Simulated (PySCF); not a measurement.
SMILES [NH2][Sn]([F])([F])[Br] (H₂BrF₂NSn) at its PBE0/def2-SVP optimised geometry (Å):

```
7

N     -1.3694    -1.0297    -1.5162
Sn    -0.4801    -0.0570     0.0000
F     -1.0569    -0.8168     1.6717
F     -1.0632     1.7774     0.0000
Br     1.9662    -0.0570     0.0000
H     -1.9495    -0.3902    -2.0596
H     -1.9662    -1.7774    -1.1618
```

Level of theory: PBE0/def2-TZVP, def2 effective core potentials past Kr (PySCF). The core electrons that the potentials of Sn replace are not part of the density.

Map of the Laplacian of the electron density (e/bohr⁵), clipped to [-1.50, 1.50] on the plane z = 0.6 Å:

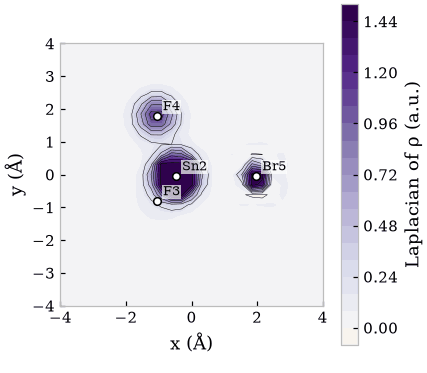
Figure: Laplacian of the electron density (e/bohr⁵), clipped to [-1.50, 1.50] on the plane z = 0.6 Å.
